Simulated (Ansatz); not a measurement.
# Single-point calculation of C2H8Al2Br2

System: C2H8Al2Br2, SMILES [CH3][AlH-]1[Br+][AlH-]([CH3])[Br+]1.
Method: RKS PBE-D4/def2-TZVPP (Ansatz 0.2.0).

The geometry comes from this level: PBE0-D4/def2-TZVP. Figures and captions count atoms from 1; the log counts them from 0 in places.

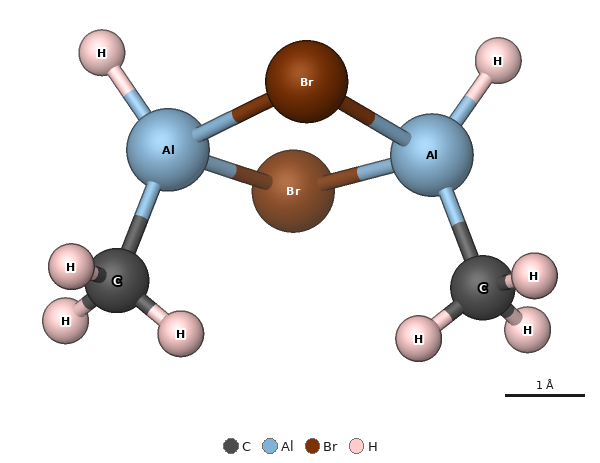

Fig. 1: The structure (ball-and-stick view, seen at a tilt). Sticks mark near contacts. Bond lengths as drawn: Al–Br 2.47 Å, Al–C 1.94 Å, Al–H 1.58 Å and C–H 1.09 Å.

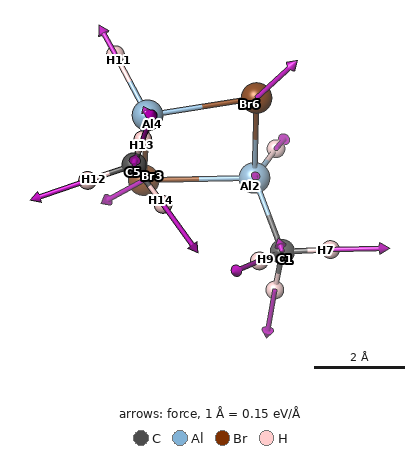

Fig. 2: Forces on the atoms as pink arrows (ball-and-stick view, seen at a tilt; atoms are numbered from 1 in the order of the input). The largest act on H8, H12 (0.21 eV/Å); Br3 (0.21 eV/Å); H7 (0.21 eV/Å); Br6 (0.21 eV/Å), among others. The geometry is not a stationary point of this energy.

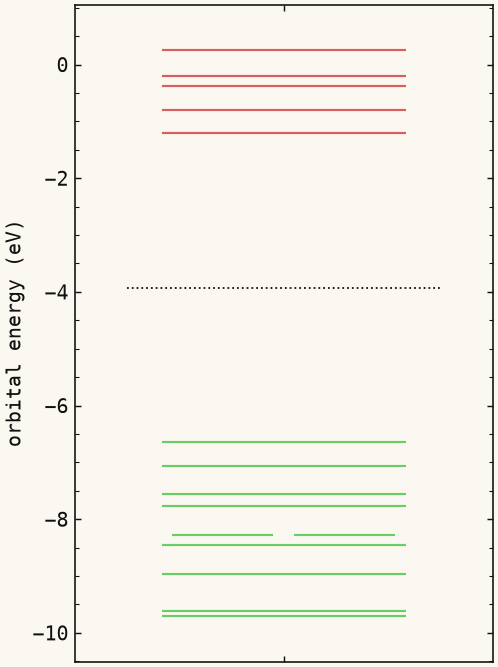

Fig. 3: Orbital energies near the frontier; the dotted line parts filled from empty levels, and levels within 0.02 eV of each other stand side by side. Highest filled −6.65 eV, lowest empty −1.21 eV, 5.44 eV apart.

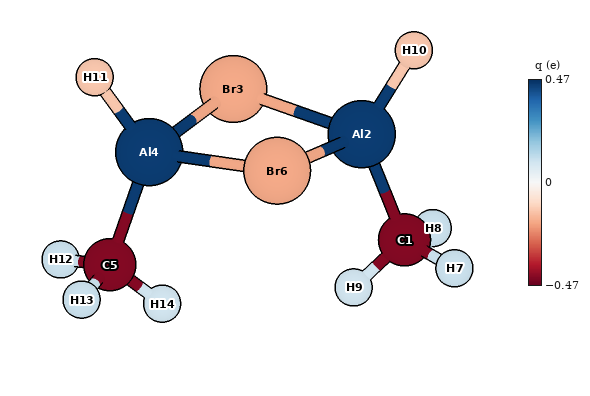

Fig. 4: Mulliken charges, as the colour of each atom (ball-and-stick view, seen at a tilt; atoms are numbered from 1 in the order of the input; Mulliken charges depend strongly on the basis). By element: C −0.43, Al +0.45, Br −0.18 and H −0.13 to +0.10 e.

These pictures come from the run below.

### The input
```yaml
crystal:
  periodic: [false, false, false]
  atoms:
    - {symbol: C, position_ang: [1.576712, 0.349628, 1.894259]}
    - {symbol: Al, position_ang: [-0.319658, 0.746341, 1.775933]}
    - {symbol: Br, position_ang: [-0.720860, 2.011729, -0.309662]}
    - {symbol: Al, position_ang: [-1.476893, -0.137128, -1.270089]}
    - {symbol: C, position_ang: [-0.028026, -0.875002, -2.330242]}
    - {symbol: Br, position_ang: [-1.483638, -1.264127, 0.930358]}
    - {symbol: H, position_ang: [1.778927, -0.354393, 2.707246]}
    - {symbol: H, position_ang: [2.154105, 1.257433, 2.094197]}
    - {symbol: H, position_ang: [1.957394, -0.090799, 0.969219]}
    - {symbol: H, position_ang: [-1.245909, 1.380888, 2.882723]}
    - {symbol: H, position_ang: [-2.983936, 0.053856, -1.691892]}
    - {symbol: H, position_ang: [0.129363, -0.287076, -3.239634]}
    - {symbol: H, position_ang: [-0.251236, -1.901484, -2.636854]}
    - {symbol: H, position_ang: [0.913614, -0.889856, -1.775563]}
basis:
  gaussian: {orbitals: def2-TZVPP}
hamiltonian: {xc: pbe, dispersion: d4}
output: {forces: true, orbitals: {seedname: orbitals}}
```

Command:
```bash
ansatz run in.yaml --threads 4 --pin off --events-out ev --progress --plain --max-ram 11315MiB
```

### Log
```
Functional definition: PBE
  name "PBE"
  cite "Perdew, Burke & Ernzerhof, Phys. Rev. Lett. 77, 3865 (1996) doi:10.1103/PhysRevLett.77.3865"
  parent pbe
  parameter kappa = 0.804
  parameter beta = 0.06672455060314922
  exchange = pbe_x(kappa = kappa, mu = beta*pi^2/3)
  correlation = pbe_c(beta = beta)
2122 factors; their error is unknown
mean field evaluation 1: about -155445.1786 eV, gradient 9.3e1 eV
mean field evaluation 2: about -155405.2323 eV, gradient 1.3e2 eV
mean field evaluation 4: about -155465.0893 eV, gradient 9.9e0 eV
mean field evaluation 8: about -155465.3196 eV, gradient 3.1e-1 eV
mean field evaluation 16: about -155465.2551 eV, gradient 1.9e-4 eV
mean field -155465.25513111 eV, -5713.2427479335 hartree, gradient 3.7e-5 eV, S^2 0.000000; 0 other end points of the search recorded, 0 dependent functions left out
the calculation of the forces begins
reference -155465.25518781 eV, -5713.2427500173 hartree; 58, 58 occupied and 296, 296 virtual orbitals, 2122 factors
Total energy: -155465.68205533 eV, -5713.2584371092 hartree
Atom 0 at     1.576712     0.349628     1.894259 Å, force    -0.055910     0.013315     0.000883 eV/Å
Atom 1 at    -0.319658     0.746341     1.775933 Å, force    -0.023453     0.014380     0.024503 eV/Å
Atom 2 at    -0.720860     2.011729    -0.309662 Å, force     0.013856     0.195376    -0.061522 eV/Å
Atom 3 at    -1.476893    -0.137128    -1.270089 Å, force    -0.035644     0.004940    -0.007593 eV/Å
Atom 4 at    -0.028026    -0.875002    -2.330242 Å, force    -0.046193     0.019979     0.028243 eV/Å
Atom 5 at    -1.483638    -1.264127     0.930358 Å, force    -0.072561    -0.175268     0.077962 eV/Å
Atom 6 at     1.778927    -0.354393     2.707246 Å, force     0.042623    -0.131169     0.151951 eV/Å
Atom 7 at     2.154105     1.257433     2.094197 Å, force     0.112721     0.167665     0.038538 eV/Å
Atom 8 at     1.957394    -0.090799     0.969219 Å, force     0.073031    -0.081743    -0.170585 eV/Å
Atom 9 at    -1.245909     1.380888     2.882723 Å, force    -0.066551     0.048221     0.086117 eV/Å
Atom 10 at    -2.983936     0.053856    -1.691892 Å, force    -0.112839     0.012930    -0.035688 eV/Å
Atom 11 at     0.129363    -0.287076    -3.239634 Å, force     0.032688     0.107095    -0.173358 eV/Å
Atom 12 at    -0.251236    -1.901484    -2.636854 Å, force    -0.037920    -0.192223    -0.060331 eV/Å
Atom 13 at     0.913614    -0.889856    -1.775563 Å, force     0.176152    -0.003498     0.100880 eV/Å
Dipole moment:     0.230222    -0.078043    -0.064832 e Å
```

### Key numbers

```tsv
quantity	value
outcome	converged
total energy	−155465.6821 eV
mean-field energy	−155465.2552 eV
dispersion energy	−0.4269 eV
SCF solution under orbital rotations	stable
HOMO	−6.65 eV
LUMO	−1.21 eV
largest force (length of the vector)	0.206 eV/Å
dipole moment	1.21 D
hardware	4 threads of Arm Neoverse V1, 23 GiB of memory available, shared host
wall time	7.5 s (CPU time 28 s)
peak memory	0.72 GiB
```
